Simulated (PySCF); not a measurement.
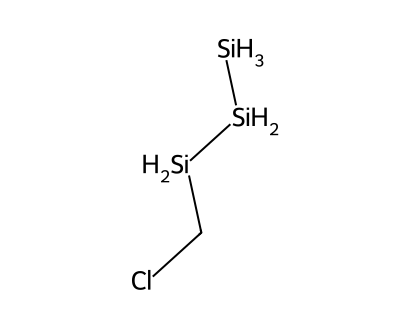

Skeletal drawing of a molecule.

Give its SMILES.

Answer. [SiH3][SiH2][SiH2]CCl

What is the molecular formula?

Answer. CH9ClSi3.

An optimisation with PBE0-D3(BJ)/def2-SVP gave a structure of which point group?

Answer. C1. Other conformers may differ.

More results for the same structure follow; atom numbers are the same in all pictures, views and colours differ. Computed geometry: PBE0-D3(BJ)/def2-SVP optimisation. No frequency run is at hand to confirm it as a minimum.

## Geometry

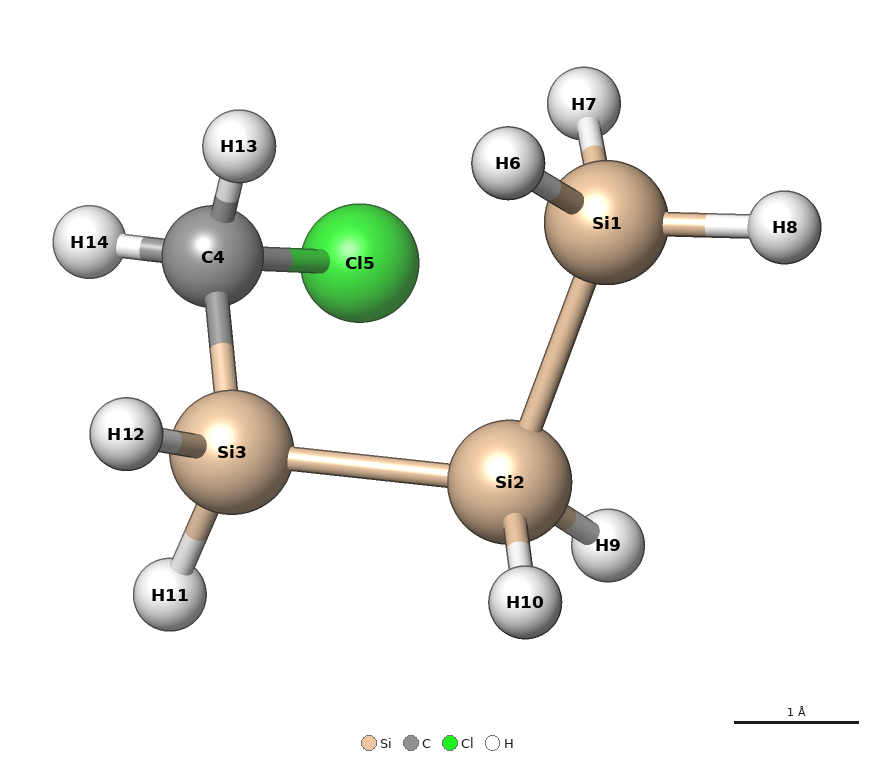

No frequency run is at hand to confirm it as a minimum.

Estimate the angles Si1–Si2–H9, Si2–Si1–H8, Si2–Si3–C4, Si2–Si3–H12, Si3–Si2–H9, Si3–Si2–H10, Si3–C4–Cl5, Si3–C4–H14, C4–Si3–H11, C4–Si3–H12, Cl5–C4–H13, Cl5–C4–H14.

```json
{"angle": "Si1–Si2–H9", "degrees": "110.3"}
{"angle": "Si2–Si1–H8", "degrees": "111.9"}
{"angle": "Si2–Si3–C4", "degrees": "107.6"}
{"angle": "Si2–Si3–H12", "degrees": "110.6"}
{"angle": "Si3–Si2–H9", "degrees": "110.7"}
{"angle": "Si3–Si2–H10", "degrees": "109.9"}
{"angle": "Si3–C4–Cl5", "degrees": "109.1"}
{"angle": "Si3–C4–H14", "degrees": "112.4"}
{"angle": "C4–Si3–H11", "degrees": "109.1"}
{"angle": "C4–Si3–H12", "degrees": "108.3"}
{"angle": "Cl5–C4–H13", "degrees": "107.6"}
{"angle": "Cl5–C4–H14", "degrees": "108.0"}
```

## NMR shielding

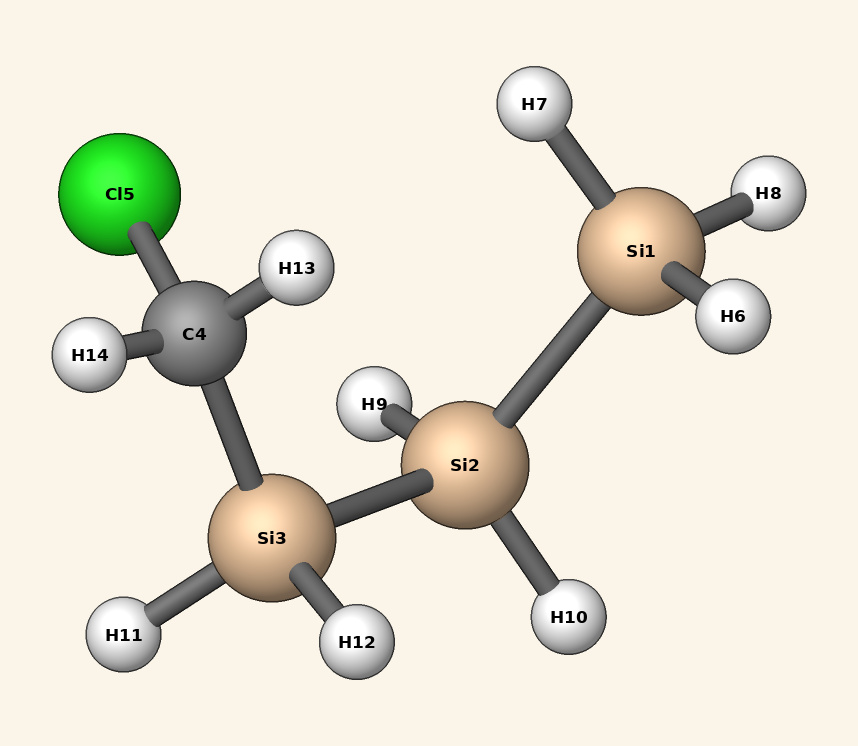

No frequency run is at hand to confirm it as a minimum. Properties computed with GIAO HF/pcSseg-2 NMR shielding, non-relativistic, gas phase (PySCF 2.14.0). Principal shieldings σ11 ≤ σ22 ≤ σ33, span Ω = σ33 − σ11, skew κ = 3(σiso − σ22)/Ω.

Give the shielding tensors of the Cl atoms.

| atom | σ11 | σ22 | σ33 | σiso | Ω | κ |
| --- | --- | --- | --- | --- | --- | --- |
| Cl5 | 873.6 | 916.0 | 1097.3 | 962.3 | 223.7 | 0.62 |

Shieldings and span in ppm.

## Dipole moment

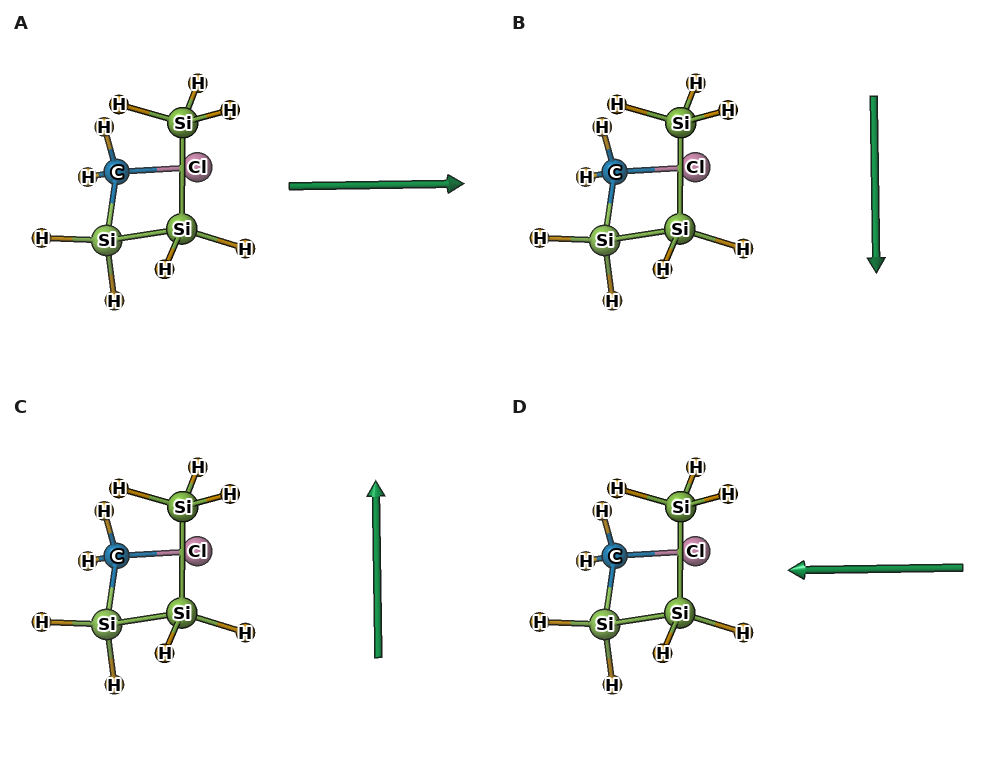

The same molecule four times, each with an arrow. No frequency run is at hand to confirm it as a minimum. Properties computed with PBE0/pcSseg-1, gas phase (PySCF 2.14.0).

Which arrow points along the dipole moment, from the negative to the positive end?

Answer. D. The dipole moment is 1.55 D.

## Bond orders

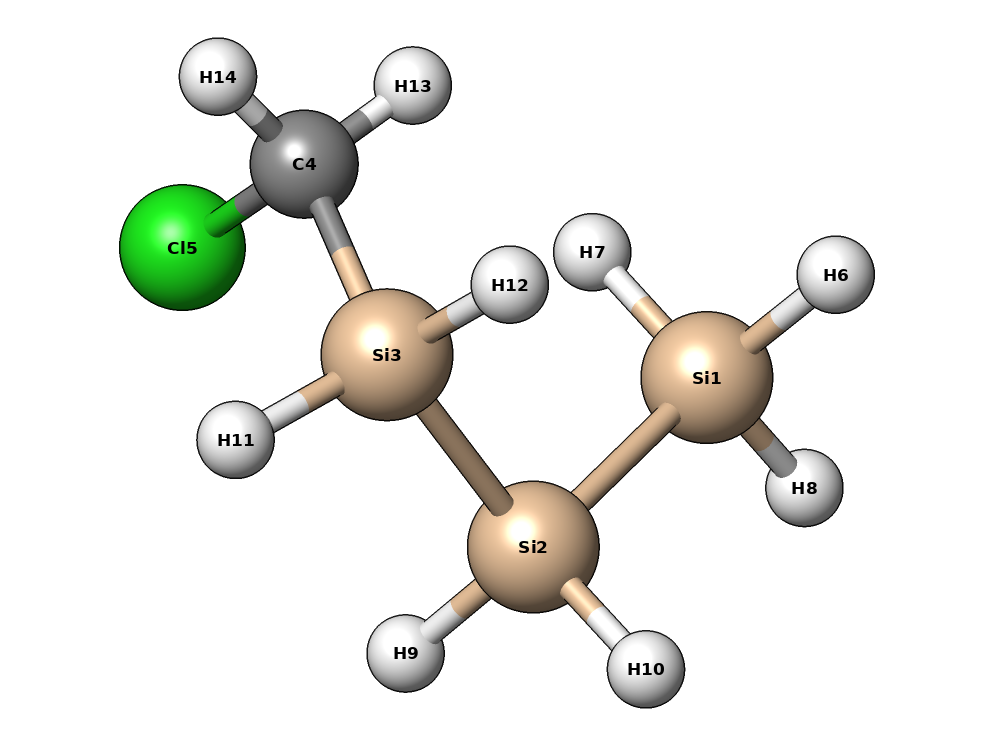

Every bond is drawn as one stick. No frequency run is at hand to confirm it as a minimum. Computed with PBE0/pcSseg-1 in acetone (IEF-PCM) (PySCF 2.14.0).

List the Mayer bond orders of Si1–Si2, Si1–H6, Si1–H7, Si1–H8, Si2–Si3, Si2–H9, Si2–H10, Si3–C4, Si3–H11, Si3–H12, C4–Cl5, C4–H13, C4–H14.

```tsv
bond	Mayer order	length (Å)
Si1–Si2	0.89	2.345
Si1–H6	0.92	1.497
Si1–H7	0.92	1.495
Si1–H8	0.94	1.495
Si2–Si3	0.88	2.345
Si2–H9	0.92	1.495
Si2–H10	0.93	1.498
Si3–C4	0.86	1.900
Si3–H11	0.94	1.494
Si3–H12	0.93	1.499
C4–Cl5	0.93	1.792
C4–H13	0.92	1.100
C4–H14	0.93	1.100
```
